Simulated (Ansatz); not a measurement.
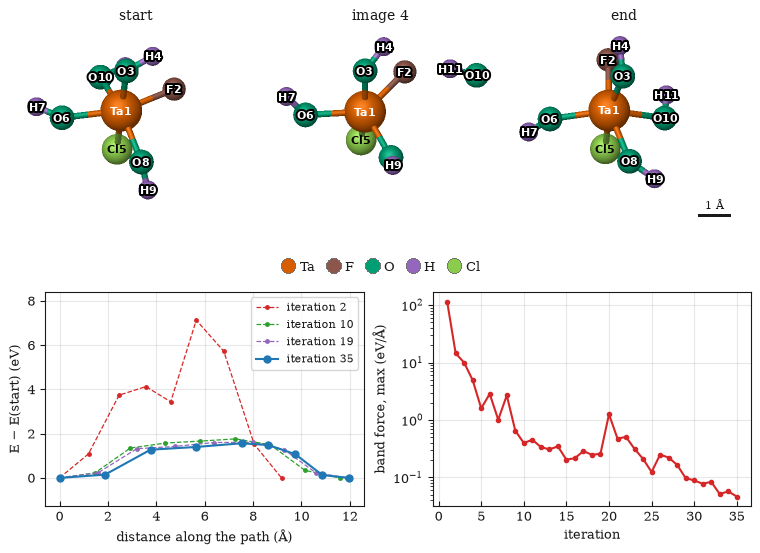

A nudged-elastic-band calculation for TaH4O4ClF (multiplicity 2). Images are numbered from 0 (start) to 8 (end). The plot follows the band through its iterations. The picture is a ball-and-stick view, seen from a free direction.

Level of theory: UKS PBE/def2-SVP (Ansatz). Settings: 7 movable images; climbing image; force threshold 0.05 eV/Å; iteration limit 49; starting path through a guess of the saddle point.

### How did the profile develop, and is the result final?

The result isn't final. The band hadn't converged when the run stopped after 35 iterations. The largest component of the band force went from 120 to 0.046 eV/Å. The barrier read from it is provisional, though the highest image hardly moved in the last two iterations. The first iteration put the highest image at 44.36 eV. The two ends have nearly the same energy, and the highest point, image 4, lies 1.57 eV above the start.

Cost: 32 min on 4 threads of Arm Neoverse V2, with other jobs on the host, peak memory 0.44 GiB.
